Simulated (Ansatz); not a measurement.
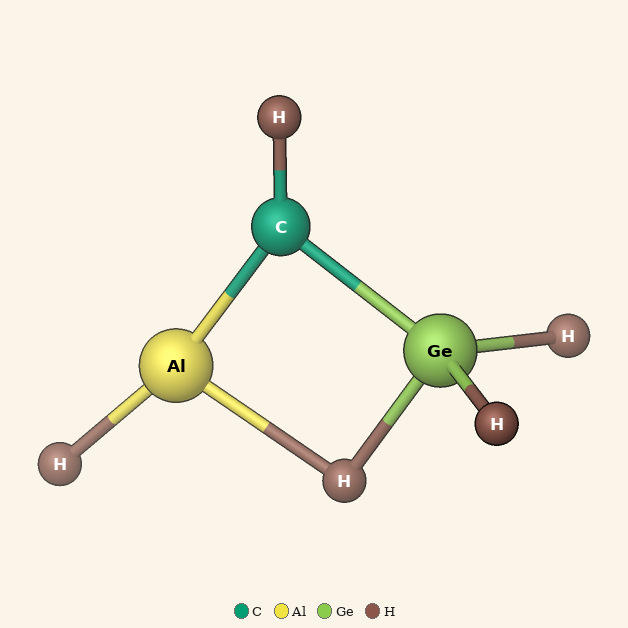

Depth is shown by fading: the farther an atom, the more it takes the colour of the background. The geometry was computed by an optimisation with PBE-D4/def2-SVP. No frequency run is at hand to confirm it as a minimum.

Q: List the symmetry elements and name the point group.

A: It has 1 mirror plane, so the point group is Cs. The group has 2 operations. The geometry is achiral, and symmetry allows a dipole moment.
